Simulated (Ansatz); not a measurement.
## Effort and miss along a sweep of kpoints.mp_grid.grid: CuTe (P6_3mc, 4 atoms in the cell)

```
CELL_PARAMETERS angstrom
      4.08382     0.00000     0.00000
     -2.04191     3.53669     0.00000
      0.00000     0.00000     6.68836
ATOMIC_POSITIONS crystal
  Cu 0.66667 0.33333 0.00000
  Cu 0.33333 0.66667 0.50000
  Te 0.66667 0.33333 0.62520
  Te 0.33333 0.66667 0.12520
```

Method of the run: PBE (plane waves, PAW; Ansatz, an electronic-structure program).

Base settings: kpoints.mp_grid.grid = 5 5 3; hamiltonian.xc = pbe; hamiltonian.pseudopotentials = {kind: paw} (the program's default PAW files); scf.occupations.method = cold; scf.occupations.width = 0.272 eV.

Misses are taken against the tightest run, 23 23 12, which need not be fully converged itself. The energy is the free energy per atom.

The count of work is k-points × plane waves × bands × iterations; it is no time, and leaves out set-up, grids and terms that scale otherwise. Core times come from one kind of shared machine and are given to one figure; runs under 30 s give none.

The starting cell was generated: these elements placed on a structure prototype, without a prior relaxation; it need not be a known phase or ordering of this composition. Spin polarisation is off. In the base run, with a pressure of about 4 GPa the cell is away from its equilibrium volume at this level. Ansatz's pressure includes its estimate of the finite-basis (Pulay) stress. The run gives no clean gap (levels at the Fermi energy touch, overlap or are partly filled at this smearing), which alone does not show that the compound is a metal.

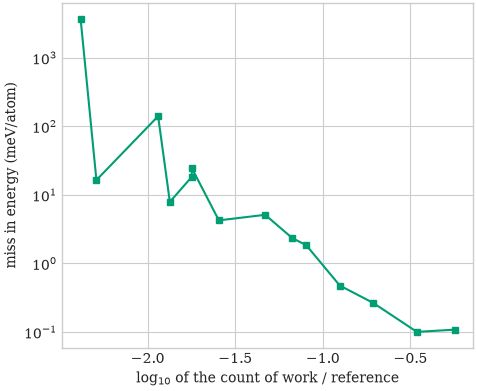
*Miss against the count of work; the reference run is not drawn, and misses under 0.1 meV/atom are drawn there.*

```tsv
kpoints.mp_grid.grid	energy less reference (meV/atom)	pressure less reference (GPa)	largest difference in the force on any atom (eV/Å)	count of work / reference	core time / reference (rough)
1 1 1	3664.33	30.55	1.870	0.0041	–
2 2 1	-16.41	-0.97	0.066	0.0051	–
2 2 2	140.39	0.80	0.020	0.011	–
3 3 2	-7.88	-0.05	0.014	0.013	–
4 4 2	-24.68	-0.36	0.062	0.018	–
4 4 3	-18.28	-0.06	0.007	0.018	–
5 5 3	4.24	0.28	0.037	0.026	–
6 6 4	-5.11	-0.08	0.001	0.047	–
8 8 4	-2.34	-0.03	0.012	0.067	–
9 9 5	1.84	0.02	0.003	0.080	–
10 10 6	-0.47	0.02	0.000	0.12	–
12 12 7	0.26	0.00	0.003	0.19	–
15 15 8	0.09	0.00	0.002	0.34	0.4
18 18 10	0.11	0.01	0.000	0.57	0.5
23 23 12	0.00	0.00	0.000	1.0	1
```

Coarsest setting among those run that, with all tighter ones, holds the energy within 20 meV/atom of the reference: 4 4 3, off by 18 meV/atom; it needs 0.018 of the reference's count of work. The coarser 2 2 1 also lies inside, but a setting between leaves the range again, so that is luck.

Coarsest setting among those run that, with all tighter ones, holds the energy within 10 meV/atom of the reference: 5 5 3, off by 4.2 meV/atom; it needs 0.026 of the reference's count of work. The coarser 3 3 2 also lies inside, but a setting between leaves the range again, so that is luck.

The step from 1 1 1 to 3 3 2: it takes the miss in the energy from 3700 to 7.9 meV/atom, for 3.2 times the count of work.

Keys are those of Ansatz 0.2.
